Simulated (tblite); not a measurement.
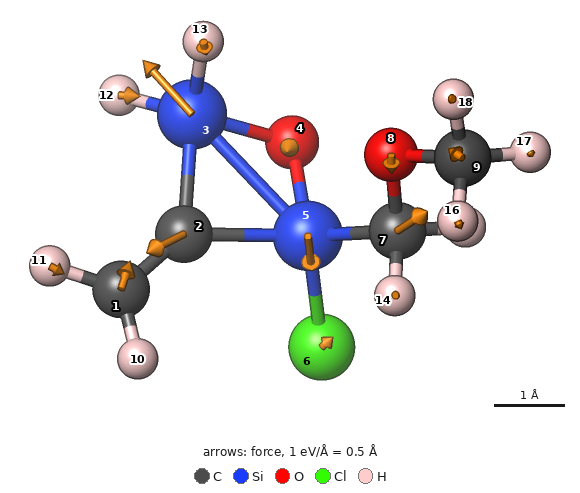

Starting geometry of C₄H₉ClO₂Si₂ with the computed forces as orange arrows. A ball-and-stick model, seen at a tilt.

These are results of tblite, GFN2-xTB geometry optimisation, gas phase, not measurements. 

Question: Is this structure relaxed? If not, where do the atoms go?

Answer: It isn't relaxed: the largest force vector, on a Si atom, is 2.24 eV/Å. The final displacements have little in common with the starting forces (cosine between the two patterns 0.17). The energy falls by 11.3 kcal/mol in 108 geometry steps. An H atom moves most after the best rigid fit: 0.63 Å. Largest moves by element: H 0.63 Å, O 0.42 Å, C 0.35 Å, Cl 0.26 Å, Si 0.13 Å. Some distances before and after: Si–Si 2.437 → 2.589 Å, C–Si 1.853 → 1.901 Å, C–O 1.449 → 1.411 Å, H–Si 1.492 → 1.455 Å. Among the angles between lasting bonds that change: C–Si–Cl 105.0° → 118.8°, Si–Si–H 132.9° → 121.8°, Si–C–O 116.5° → 106.0°.
